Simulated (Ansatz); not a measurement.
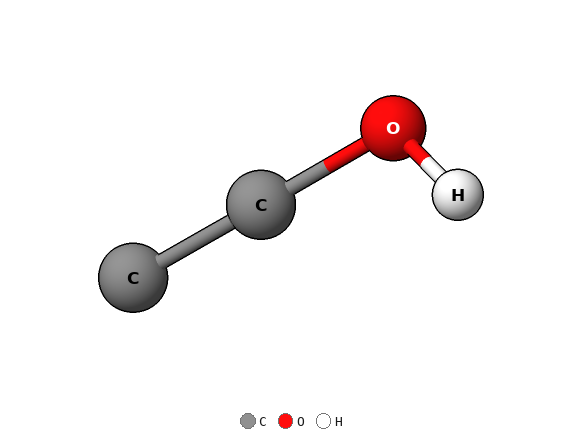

A ball-and-stick model of a molecule. Every bond is drawn as one stick, whatever its order.

Charge 0, doublet.

What does the picture show?

The molecule is C2HO. It is an open-shell species. All atoms lie on one plane. Coordination: 1 C linear; 1 O bent.

The parts below concern this one geometry. Atoms keep their numbers from picture to picture. The geometry was computed by an optimisation with PBE0-D4/def2-TZVP. No frequency run is at hand to confirm it as a minimum.

Geometry

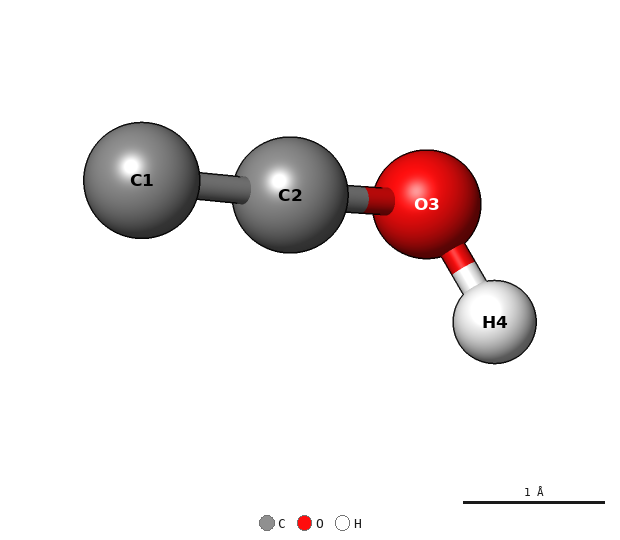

Numbered structure. No frequency run is at hand to confirm it as a minimum.

What are the angles C1–C2–O3, C2–O3–H4?

```json
{"angle": "C1–C2–O3", "degrees": "173.6"}
{"angle": "C2–O3–H4", "degrees": "111.3"}
```

Electronic properties

No frequency run is at hand to confirm it as a minimum. Properties computed with UKS PBE0-D4/def2-TZVPP (Ansatz 0.2.0).

Computed properties:

- HOMO energy (Kohn–Sham orbital): −7.92 eV
- ⟨S²⟩ of the determinant: 0.755

Dipole moment

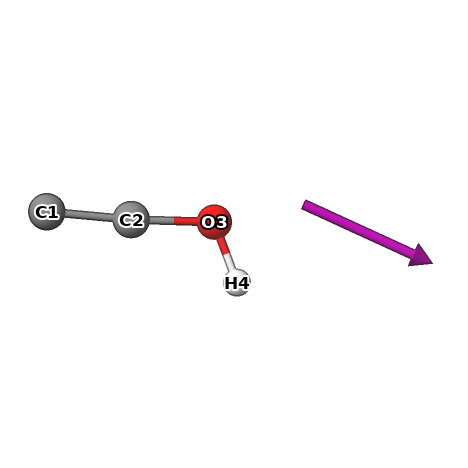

The arrow beside the molecule shows the direction of the dipole moment, from the negative to the positive end (its length means nothing). No frequency run is at hand to confirm it as a minimum. Method: UKS PBE0-D4/def2-TZVP (Ansatz 0.2.0).

**Estimate the dipole moment.**

4.59 D; it points from the side of C1 to the side of H4 (the outermost atoms at the two ends).

Charges

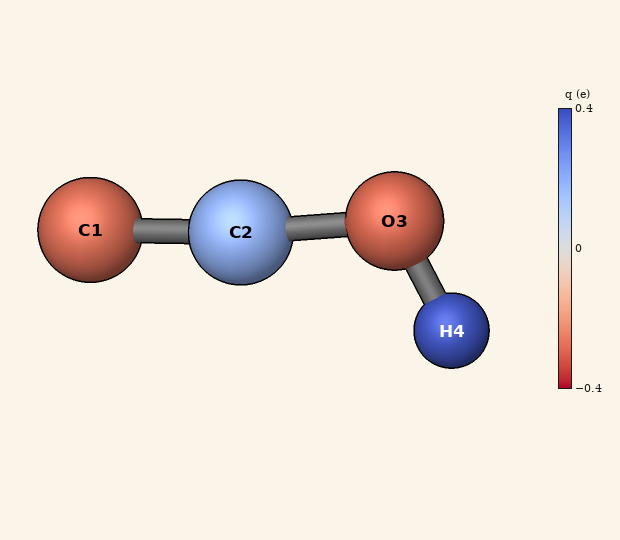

Atoms are coloured by their Mulliken charges. No frequency run is at hand to confirm it as a minimum. Level of theory: UKS PBE0-D4/def2-TZVP (Ansatz 0.2.0).

Give the Mulliken charges atom by atom.

| atom | value (e) |
| --- | --- |
| C1 | −0.27 |
| C2 | 0.17 |
| O3 | −0.28 |
| H4 | 0.37 |

Mulliken values depend strongly on the basis set and can even reverse the polarity of a bond.
